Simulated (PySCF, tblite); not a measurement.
# C₃H₈NO₂Si₂ radical: geometry, infrared bands and EPR parameters

Wanted: the infrared bands and EPR parameters of C₃H₈NO₂Si₂ radical (`NC(=O)[Si@H]1CC[SiH]O1`), by calculation.

The runs use tblite 0.8.0 and PySCF 2.14.0, with density-fitted response routines of our own; the level of theory stands in each step. All values are computed, except where a source is named. Atoms are numbered from 0 throughout.

## (1) The starting structure

16 atoms, charge 0, multiplicity 2; geometry from: force field or distance geometry start.

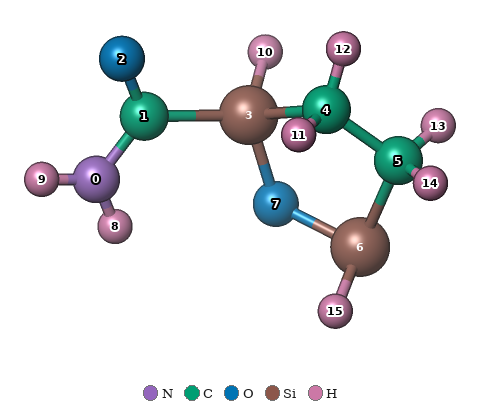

The starting geometry (nitrogen purple, carbon teal, oxygen blue, silicon brown, hydrogen pink), atoms numbered.

## (2) Optimising the geometry with GFN2-xTB

Job settings and geometry (Å):

```
{"job": {"kind": "relax", "xc": "GFN2-xTB", "basis": "xTB"}, "charge": 0, "multiplicity": 2}
N      2.760400     0.474400    -0.845700
C      2.040900    -0.582000    -0.360600
O      2.568200    -1.468800     0.332100
Si     0.179400    -0.715300    -0.718600
C     -0.865500    -0.672200     0.948600
C     -2.178700     0.113800     0.649000
Si    -1.789200     1.460700    -0.706800
O     -0.451800     0.698200    -1.461400
H      2.322300     1.201700    -1.399200
H      3.737300     0.535800    -0.639700
H     -0.227200    -1.898700    -1.531600
H     -0.267000    -0.139100     1.687500
H     -1.072800    -1.679200     1.318500
H     -2.926900    -0.559200     0.230600
H     -2.578300     0.583200     1.561400
H     -1.258800     2.655600     0.001700
```

On the command line:

```
$ OMP_NUM_THREADS=1 python probes_run.py task.json out
```

The driver reads the jobs from task.json and runs them one after another.

**Question.** This job is followed by: GFN2-xTB harmonic vibrations, gas phase; UKS B3LYP, pcH-1 on C H N O Si, non-relativistic, mean-field spin-orbit, GIAO. What will the session give for the following? strongest single infrared mode (GFN2-xTB); zero-point energy (GFN2-xTB); g(iso) (B3LYP); ⟨S²⟩; largest a(iso) (averaged by class); surface potential, least and greatest.

The runs gave:

| quantity | value |
| --- | --- |
| strongest single infrared mode (GFN2-xTB) | 1715 cm⁻¹, 420 km/mol |
| zero-point energy (GFN2-xTB) | 69.5 kcal/mol |
| g(iso) (B3LYP) | 2.00248 |
| ⟨S²⟩ | 0.751 (exact 0.75) |
| largest a(iso) (averaged by class) | 29Si on Si6, -598.0 MHz |
| surface potential, least and greatest | -1.96 V and 1.76 V |

**Reading.** Relaxing lowered the energy by 0.321 eV in 104 steps; the close pair that moved most is Si3–O7, from 1.717 to 1.640 Å. All 42 modes are real, so the xTB geometry is a minimum. The strongest single mode, at 1715 cm⁻¹, moves mainly C1 and O2. GFN2-xTB is a fitted tight-binding method: band positions and strengths are rough. Its intensities can rank the bands wrongly. Most of the unpaired spin sits on Si6 (0.84 e). The isotropic g lies 0.2 ppt above the free-electron value.
